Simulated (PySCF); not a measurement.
Vertical excitations of a molecule C₂H₅F₂NSi from TDA-B3LYP/def2-SVPD run with PySCF, as energy in eV (oscillator strength): 4.35 (0.003), 6.67 (0.000), 6.97 (0.090), 7.10 (0.012), 7.46 (0.001), 7.56 (0.231), 7.96 (0.202), 8.17 (0.205), 8.22 (0.004), 8.47 (0.000). Lowest triplet (TDA): 3.46 eV. Geometry optimised at r2SCAN-D4/def2-SVP. The values are those of a single conformer.

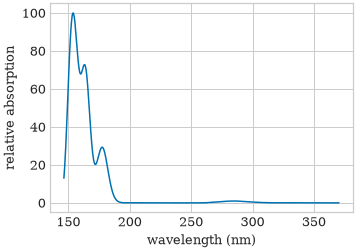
The lines broadened by 0.4 eV.

Q: Which molecule gave these data?
A. C/N=C/[SiH](F)F
B. FC(F)/C=N/[SiH3]
C. N[SiH2]C=C(F)F
D. N[Si@@H](F)/C=C/F

A: A, C/N=C/[SiH](F)F
